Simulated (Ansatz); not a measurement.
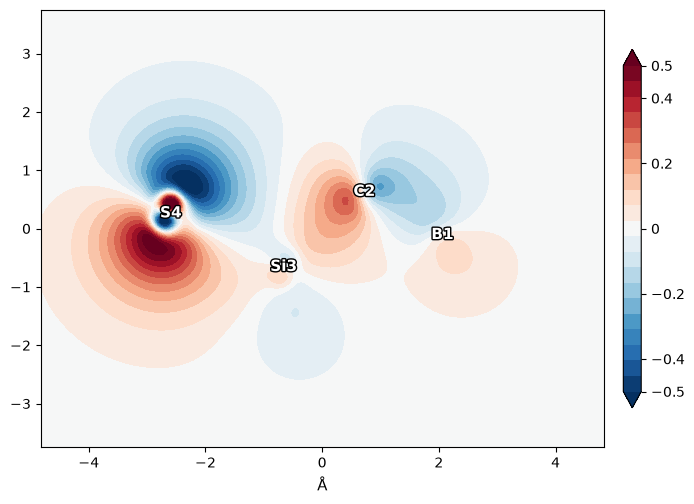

*CH$_{7}$BSSi. The HOMO on the plane of atoms C2, Si3 and S4 (values in Å⁻³ᐟ²; the overall sign is arbitrary).*

Geometry: PBE0-D4/def2-TZVP.

Method: RKS PBE0-D4/def2-TZVPP (Ansatz 0.2.0).

```xyz
11

B    -1.0598    1.5413    0.0127
C    -0.7244    0.1109   -0.4331
Si    0.9639   -0.3420    0.2834
S     1.6488   -2.2323   -0.4463
H    -0.7371    2.4797   -0.6575
H    -1.5891    1.7454    1.0678
H    -0.6045   -0.0191   -1.5123
H    -1.3949   -0.6547   -0.0284
H     0.8903   -0.3567    1.7660
H     2.0135    0.6093   -0.1567
H     0.6586   -2.9389    0.1251
```

Describe this orbital and give its energy.

Answer. Its weight (Hirshfeld) is mainly on S4 (about 75 %); largely a lone pair of S4. Its energy is −7.52 eV.
